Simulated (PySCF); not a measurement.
# Run report: C₃H₄N₂S, geometry relaxation

C₃H₄N₂S, computed with PBE0-D3(BJ)/def2-TZVP geometry optimisation, gas phase (PySCF 2.14.0).

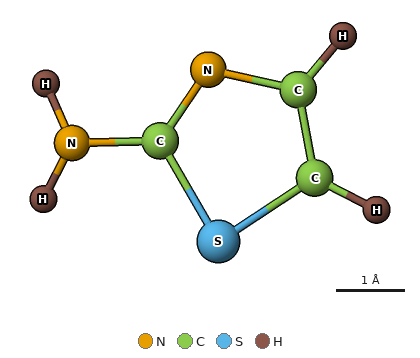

The starting structure (ball-and-stick view, seen at a tilt). Bond lengths as drawn: C–C 1.35 Å, C–H 1.05 to 1.07 Å, C–N 1.28 to 1.41 Å, C–S 1.73 to 1.76 Å and H–N 0.99 to 1.04 Å.

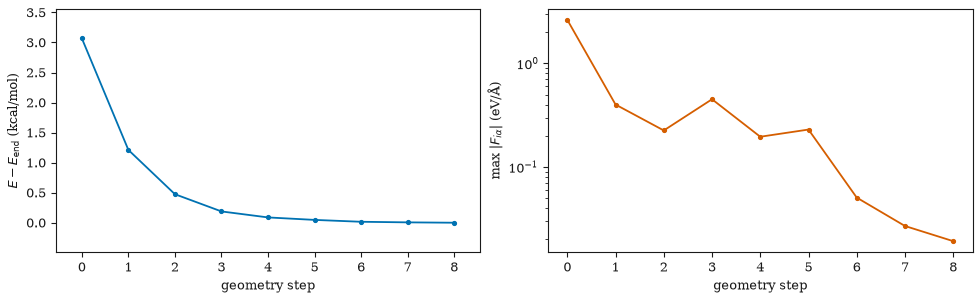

Progress of the relaxation, step by step (steps are counted from 0).

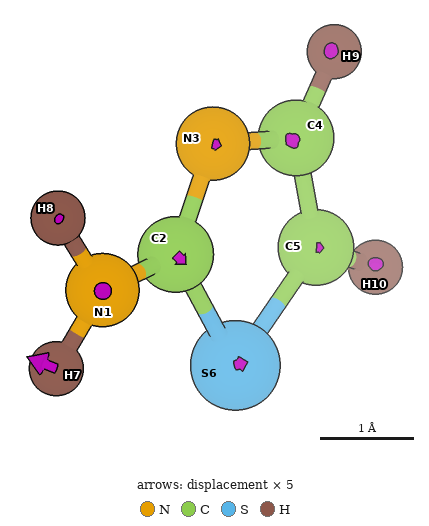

The starting structure with the displacements as pink arrows, magnified 5 times (ball-and-stick view, seen at a tilt). The two geometries are laid on each other by the best rigid fit. Over 8 geometry steps the energy falls by 3.07 kcal/mol. The largest force component goes from 2.6 to 0.019 eV/Å. The largest move after the best rigid fit is that of H7, 0.073 Å. By element the largest moves are H 0.073 Å, N 0.040 Å, C 0.037 Å, S 0.032 Å. Among the contacts that change: N3–C4 1.411 → 1.367 Å, N1–C2 1.331 → 1.367 Å, C4–H9 1.048 → 1.082 Å, N1–H8 1.036 → 1.008 Å. Among the angles that change: C5–C4–H9 128.4° → 124.4°, N3–C4–C5 114.0° → 116.5°, C2–N1–H7 119.8° → 117.4°. (Atoms are counted from 1 in the order of the input.)

The input that produced these results follows, with the program's output.

## The input
```
{"job": {"xc": "PBE0", "basis": "def2-TZVP", "d3": "d3bj", "grid": 2, "shake": 0.01, "kind": "geom"}, "charge": 0, "multiplicity": 1}
N     -2.034000    -0.094420     0.242450
C     -0.713970    -0.041920     0.080100
N     -0.063290     0.959680    -0.385900
C      1.328720     0.731890    -0.346590
C      1.672710    -0.479410     0.132610
S      0.284250    -1.396710     0.604290
H     -2.484930    -0.971490     0.319500
H     -2.551130     0.648770    -0.261430
H      1.956300     1.502650    -0.679550
H      2.655780    -0.879970     0.273460
```

The first line tells a small driver script what to run in PySCF; the rest is the geometry in Å.

Command:
```bash
OMP_NUM_THREADS=1 python <driver script> task.json out
```

## Output
```
step   0  E = -624.12281366  max force = 0.051267
step   1  E = -624.12577383  max force = 0.007795
step   2  E = -624.12694829  max force = 0.004381
step   3  E = -624.12740496  max force = 0.008772
step   4  E = -624.12756395  max force = 0.003810
step   5  E = -624.12762950  max force = 0.004472
step   6  E = -624.12767928  max force = 0.000984
step   7  E = -624.12769494  max force = 0.000523
step   8  E = -624.12770441  max force = 0.000373
optimisation converged
```

## Trajectory as extended XYZ (Å, eV, eV/Å), 9 frames, from step=0 to step=8
```
10
Properties=species:S:1:pos:R:3:forces:R:3 step=0 energy=-16983.24681
N    -2.0340   -0.0944    0.2424   -1.7637   1.6907  -0.5801
C    -0.7140   -0.0419    0.0801    1.4624  -0.7241   0.2092
N    -0.0633    0.9597   -0.3859    1.3085   0.5063  -0.2209
C     1.3287    0.7319   -0.3466   -2.6362  -0.9946   0.4648
C     1.6727   -0.4794    0.1326    0.1590  -0.0202   0.1137
S     0.2843   -1.3967    0.6043    0.1158   0.4207  -0.2201
H    -2.4849   -0.9715    0.3195   -0.3286  -0.6231   0.0055
H    -2.5511    0.6488   -0.2614    0.5119  -0.9239   0.6214
H     1.9563    1.5027   -0.6795    0.8874   0.8036  -0.4025
H     2.6558   -0.8800    0.2735    0.2835  -0.1354   0.0090
10
Properties=species:S:1:pos:R:3:forces:R:3 step=1 energy=-16983.32736
N    -2.0871   -0.0510    0.2395    0.1081  -0.4008  -0.1925
C    -0.7130   -0.0345    0.1316    0.0889   0.2410  -0.0127
N    -0.0731    0.9559   -0.4133    0.2096  -0.2003   0.1577
C     1.2783    0.7366   -0.3466   -0.0227   0.2994  -0.1964
C     1.6802   -0.4263    0.2138   -0.0550  -0.0623   0.1512
S     0.2958   -1.3023    0.7473    0.0070  -0.0358  -0.0468
H    -2.4720   -0.9778    0.3506   -0.0196   0.0096   0.0996
H    -2.4773    0.3849   -0.5812   -0.2493   0.2845   0.0220
H     1.9487    1.5044   -0.7236   -0.0798  -0.1754  -0.0245
H     2.6763   -0.8105    0.3606    0.0128   0.0402   0.0424
10
Properties=species:S:1:pos:R:3:forces:R:3 step=2 energy=-16983.35932
N    -2.0803   -0.0897    0.2120    0.2080  -0.0097  -0.2151
C    -0.7053   -0.0429    0.0905   -0.2130   0.0306  -0.0779
N    -0.0492    0.9485   -0.4313   -0.2253   0.0057  -0.1306
C     1.3000    0.7351   -0.3627   -0.1634   0.0494   0.2169
C     1.6891   -0.4100    0.2444    0.0731  -0.1506  -0.1188
S     0.2994   -1.3194    0.6967    0.0507   0.0001   0.1878
H    -2.4877   -1.0043    0.3434    0.1296   0.1159  -0.0122
H    -2.5671    0.4572   -0.4878    0.1545  -0.0069   0.1602
H     1.9737    1.4835   -0.7603   -0.0228  -0.0184   0.0176
H     2.6841   -0.7785    0.4338    0.0086  -0.0160  -0.0278
10
Properties=species:S:1:pos:R:3:forces:R:3 step=3 energy=-16983.37174
N    -2.0702   -0.0961    0.1930    0.1236  -0.1535  -0.0132
C    -0.7002   -0.0551    0.0851   -0.4511   0.0415   0.0468
N    -0.0607    0.9400   -0.4426    0.0722  -0.0509  -0.0270
C     1.2859    0.7335   -0.3505    0.1654   0.0309  -0.0606
C     1.6930   -0.4151    0.2421   -0.0571   0.0802  -0.0155
S     0.3089   -1.3118    0.7325   -0.0700  -0.0429   0.0260
H    -2.4865   -1.0034    0.3263    0.0309   0.0579  -0.0316
H    -2.5604    0.4864   -0.4713    0.1482  -0.0106   0.0861
H     1.9547    1.4793   -0.7560    0.0484   0.0342  -0.0035
H     2.6923   -0.7783    0.4201   -0.0107   0.0131  -0.0075
10
Properties=species:S:1:pos:R:3:forces:R:3 step=4 energy=-16983.37607
N    -2.0666   -0.1062    0.1929    0.0379  -0.0538   0.0541
C    -0.7042   -0.0562    0.0871   -0.0590   0.0444   0.0245
N    -0.0612    0.9331   -0.4500   -0.0423   0.0657  -0.0236
C     1.2884    0.7385   -0.3541   -0.0609  -0.1959  -0.0094
C     1.6835   -0.4127    0.2411    0.1345   0.0534   0.0576
S     0.3028   -1.3060    0.7509    0.0336   0.0320  -0.0563
H    -2.4811   -1.0146    0.3044   -0.0332  -0.0176  -0.0312
H    -2.5472    0.5000   -0.4504   -0.0250   0.0600  -0.0247
H     1.9606    1.4812   -0.7615    0.0040   0.0136  -0.0007
H     2.6819   -0.7776    0.4182    0.0106  -0.0018   0.0096
10
Properties=species:S:1:pos:R:3:forces:R:3 step=5 energy=-16983.37785
N    -2.0676   -0.1130    0.1954   -0.0231   0.0291   0.0652
C    -0.7098   -0.0555    0.0870    0.2299  -0.1022   0.0197
N    -0.0654    0.9295   -0.4565    0.0229   0.0174  -0.0166
C     1.2846    0.7289   -0.3606    0.0328   0.0459  -0.0109
C     1.6912   -0.4097    0.2489   -0.1104   0.0261  -0.0171
S     0.3047   -1.3026    0.7493    0.0135  -0.0391   0.0549
H    -2.4840   -1.0227    0.2764   -0.0493  -0.0471  -0.0203
H    -2.5437    0.5209   -0.4222   -0.0986   0.0658  -0.0635
H     1.9558    1.4717   -0.7712   -0.0095   0.0105  -0.0020
H     2.6910   -0.7681    0.4322   -0.0083  -0.0064  -0.0094
10
Properties=species:S:1:pos:R:3:forces:R:3 step=6 energy=-16983.37921
N    -2.0658   -0.1135    0.1944   -0.0506  -0.0180   0.0486
C    -0.7054   -0.0646    0.0897    0.0341   0.0045  -0.0312
N    -0.0670    0.9237   -0.4558    0.0488  -0.0146  -0.0217
C     1.2836    0.7286   -0.3631   -0.0016   0.0175   0.0362
C     1.6901   -0.4074    0.2509    0.0069  -0.0060  -0.0179
S     0.3107   -1.3085    0.7556   -0.0105   0.0457   0.0093
H    -2.4916   -1.0207    0.2664   -0.0193  -0.0129  -0.0155
H    -2.5407    0.5313   -0.4169   -0.0026  -0.0033  -0.0019
H     1.9518    1.4733   -0.7756   -0.0056  -0.0028   0.0028
H     2.6911   -0.7628    0.4332    0.0005  -0.0102  -0.0088
10
Properties=species:S:1:pos:R:3:forces:R:3 step=7 energy=-16983.37963
N    -2.0675   -0.1155    0.1947   -0.0181   0.0228   0.0042
C    -0.7054   -0.0632    0.0881    0.0120   0.0032  -0.0061
N    -0.0643    0.9231   -0.4588   -0.0247   0.0001   0.0001
C     1.2859    0.7302   -0.3610   -0.0117  -0.0065  -0.0161
C     1.6910   -0.4075    0.2502    0.0066  -0.0036   0.0268
S     0.3105   -1.3016    0.7632   -0.0034   0.0033  -0.0130
H    -2.4931   -1.0239    0.2619    0.0141   0.0071  -0.0170
H    -2.5456    0.5305   -0.4144    0.0269  -0.0231   0.0209
H     1.9540    1.4743   -0.7742   -0.0016  -0.0021  -0.0016
H     2.6913   -0.7670    0.4289    0.0000  -0.0013   0.0019
10
Properties=species:S:1:pos:R:3:forces:R:3 step=8 energy=-16983.37989
N    -2.0672   -0.1163    0.1970   -0.0140   0.0118   0.0169
C    -0.7054   -0.0640    0.0884    0.0192  -0.0027  -0.0086
N    -0.0654    0.9217   -0.4606   -0.0156  -0.0038   0.0042
C     1.2848    0.7294   -0.3622   -0.0009   0.0018  -0.0084
C     1.6908   -0.4062    0.2526    0.0037  -0.0058   0.0106
S     0.3106   -1.3010    0.7649   -0.0005   0.0054  -0.0020
H    -2.4920   -1.0257    0.2525    0.0045  -0.0017  -0.0113
H    -2.5430    0.5343   -0.4079    0.0028  -0.0036  -0.0013
H     1.9525    1.4727   -0.7775    0.0003  -0.0014   0.0001
H     2.6911   -0.7655    0.4314    0.0006   0.0001  -0.0002
```

## Results in brief

| quantity | value |
| --- | --- |
| outcome | converged |
| total energy | −624.127704 hartree |
| dipole moment | 1.74 D |
| point group | C1 |
| hardware | 1 CPU thread, shared host |
| wall time | 4.6 min |
| peak memory | 0.8 GiB |
